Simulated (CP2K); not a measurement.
Consider 1,3-dioxolane at its PBE geometry (Å).

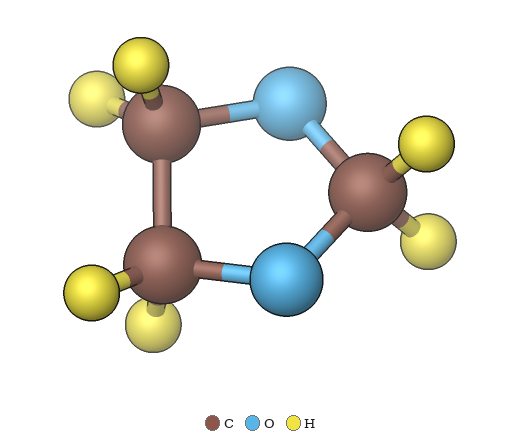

The molecule (carbon brown, oxygen blue, hydrogen yellow).

```xyz
11

C    -0.4048    1.0170    0.0967
C    -1.0143   -0.3753    0.1407
O     0.1316   -1.1976    0.4378
C     1.2436   -0.5601   -0.2036
O     0.8589    0.7798   -0.5577
H    -0.2519    1.4179    1.1141
H    -0.9644    1.7401   -0.5086
H    -1.4548   -0.6514   -0.8336
H    -1.7512   -0.5260    0.9383
H     2.0833   -0.5639    0.5121
H     1.5241   -1.0805   -1.1361
```

Method: CP2K XAS_TDP, all-electron GAPW, PBEh(45%), aug-cc-pVDZ, TDA, no relativity.

Q: Where do the O K-edge lines lie, and how strong are they?

Leading lines: O3 531.73 eV. The leading line of an atom is its first one with 35 % of the strongest within 2.5 eV of its lowest line over the strength cut. 

The first six lines of each atom with a strength over 0.0015:

| atom | energy (eV) | states | strength, one atom |
| --- | --- | --- | --- |
| O3 (bonded to 2 C), 2 alike | 531.73 | 1 | 0.0214 |
|  | 531.84 | 1 | 0.0075 |
|  | 532.30 | 1 | 0.0225 |
|  | 532.70 | 1 | 0.0065 |
|  | 532.83 | 1 | 0.0061 |
|  | 533.32 | 1 | 0.0024 |

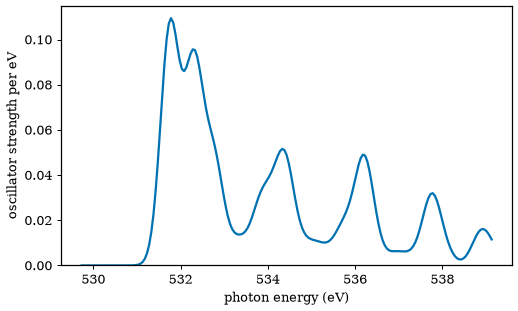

All atoms added, broadened by 0.5 eV.

Lines are vertical, at one geometry, with no vibrational structure. Without a correction of the core level, line positions, and the gaps between valence and Rydberg lines, follow the share of exact exchange. At this level such K lines come out 3 to 6 eV under measured ones. These values hold no scalar relativity, about 0.4 eV for O 1s. Rydberg lines, and the discretised continuum above threshold, depend on the basis and the box.

[Banner, clock and machine lines of the logs are left out without a mark of their own.]

[Logs are printed without paths, hosts, clocks, repeated set-up lines and the standing remarks that a program may print on its own settings, such as how far it seeks lower states.]

[Hosts, paths, dates, database ids (printed as entryN), source tags and the programs' standing remarks are cut or masked in the printed files.]
